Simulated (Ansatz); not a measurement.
**HSE06/STO-3G run of [NO3]− (nitrate)**

Aim: the energy change on altering one bond length of [NO3]− (nitrate) at HSE06/STO-3G, from 2 runs. 

The results are computed with Ansatz 0.2.0.

9 further runs of the same task are left out: 7 that didn't finish, 2 set aside as unsound or not needed.

### Step 1. Starting point

[NO3]−: 4 atoms, total charge -1, spin state singlet. As SMILES, `O=[N+]([O-])[O-]`. Geometry: relaxed at PBE0-D4/def2-TZVPD.

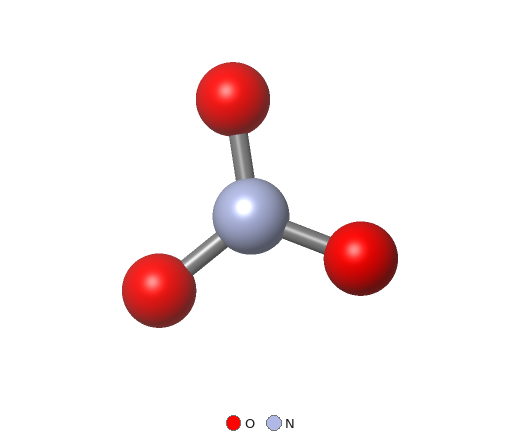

Viewed from a chosen angle; oxygen red, nitrogen light blue.

### Step 2. The energy at HSE06/STO-3G

File run.yaml:

```yaml
crystal:
  periodic: [false, false, false]
  atoms:
    - {symbol: O, position_ang: [0.296520, 0.524040, 1.091530]}
    - {symbol: "N", position_ang: [0.000000, 0.000000, -0.000000]}
    - {symbol: O, position_ang: [0.470440, -1.113360, -0.305120]}
    - {symbol: O, position_ang: [-0.766950, 0.589330, -0.786420]}
basis:
  gaussian:
    orbitals: STO-3G
accuracy: high
total_charge: -1
hamiltonian:
  xc: {name: HSE06}
```

The run is started by

```sh
$ ansatz run run.yaml --threads 1 --pin off --max-ram 3480MiB --events-out events.jsonl --progress --plain --runs-dir runs
```

The program printed:

```text
Warning: RAYON_NUM_THREADS=1 ignored (pool sized by the plan → 1); use --threads N
Functional definition: HSE06
  name "HSE06"
  parameter a = 0.25
  parameter omega = 0.11/bohr
  exchange = pbe_x - a*pbe_x_sr(omega) + a*exact_x_sr(omega)
  correlation = pbe_c
372 factors; integrals over basis functions are off by at most 4.1e-8 eV
46 factors; integrals over basis functions are off by at most 3.4e-10 eV
mean field evaluation 1: about -7501.9609 eV, gradient 6.0e1 eV
mean field evaluation 2: about -7500.0111 eV, gradient 6.5e1 eV
mean field evaluation 4: about -7510.8426 eV, gradient 1.0e-1 eV
mean field evaluation 8: about -7510.8861 eV, gradient 1.2e-3 eV
mean field evaluation 16: about -7510.8861 eV, gradient 1.7e-8 eV
mean field -7510.88612611 eV, -276.0199740730 hartree, gradient 1.7e-8 eV, S^2 0.000000; 0 other end points of the search recorded, 0 dependent functions left out
reference -7510.88612692 eV, -276.0199741028 hartree; 16, 16 occupied and 4, 4 virtual orbitals, 372 factors
Total energy: -7510.88612692 eV, -276.0199741028 hartree
```

It took 1.2 s on 1 thread of Arm Neoverse V1, shared host; peak memory 0.091 GiB.

### Step 3. The distorted shape, same level

File in.yaml:

```yaml
crystal:
  periodic: [false, false, false]
  atoms:
    - symbol: O
      position_ang: [0.178923, 0.802348, 1.167801]
    - symbol: "N"
      position_ang: [-0.117597, 0.278308, 0.076271]
    - symbol: O
      position_ang: [0.470440, -1.113360, -0.305120]
    - symbol: O
      position_ang: [-0.884547, 0.867638, -0.710149]
basis:
  gaussian:
    orbitals: STO-3G
total_charge: -1
hamiltonian:
  xc: {name: HSE06}
accuracy: high
```

The run is started by

```sh
$ ansatz run in.yaml --threads 1 --pin off --max-ram 3480MiB --events-out events.jsonl --progress --plain --runs-dir runs
```

The program printed:

```text
Warning: RAYON_NUM_THREADS=1 ignored (pool sized by the plan → 1); use --threads N
Functional definition: HSE06
  name "HSE06"
  parameter a = 0.25
  parameter omega = 0.11/bohr
  exchange = pbe_x - a*pbe_x_sr(omega) + a*exact_x_sr(omega)
  correlation = pbe_c
368 factors; integrals over basis functions are off by at most 4.6e-8 eV
48 factors; integrals over basis functions are off by at most 4.0e-10 eV
mean field evaluation 1: about -7500.0521 eV, gradient 6.1e1 eV
mean field evaluation 2: about -7443.2394 eV, gradient 1.2e2 eV
mean field evaluation 4: about -7510.7089 eV, gradient 1.7e0 eV
mean field evaluation 8: about -7510.7453 eV, gradient 3.1e-1 eV
mean field evaluation 16: about -7510.7456 eV, gradient 1.6e-6 eV
mean field -7510.74563328 eV, -276.0148110569 hartree, gradient 8.1e-8 eV, S^2 0.000000; 0 other end points of the search recorded, 0 dependent functions left out
reference -7510.74563411 eV, -276.0148110874 hartree; 16, 16 occupied and 4, 4 virtual orbitals, 368 factors
Total energy: -7510.74563411 eV, -276.0148110874 hartree
```

It took 1.3 s on 1 thread of Arm Neoverse V1, shared host; peak memory 0.09 GiB.

### Step 4. What came out

Level: HSE06/STO-3G.

| quantity | value |
| --- | --- |
| first shape: total energy | -276.01997 Eh |
| distorted shape: total energy | -276.01481 Eh |
| energy change with the N2–O3 bond stretched from 1.247 to 1.558 Å | 0.140 eV |

In words: With the N2–O3 bond stretched from 1.247 to 1.558 Å the energy rises by 0.14 eV (13.6 kJ/mol). The first shape isn't relaxed at this level, so the change isn't measured from a minimum. The minimal basis adds a large error of its own.
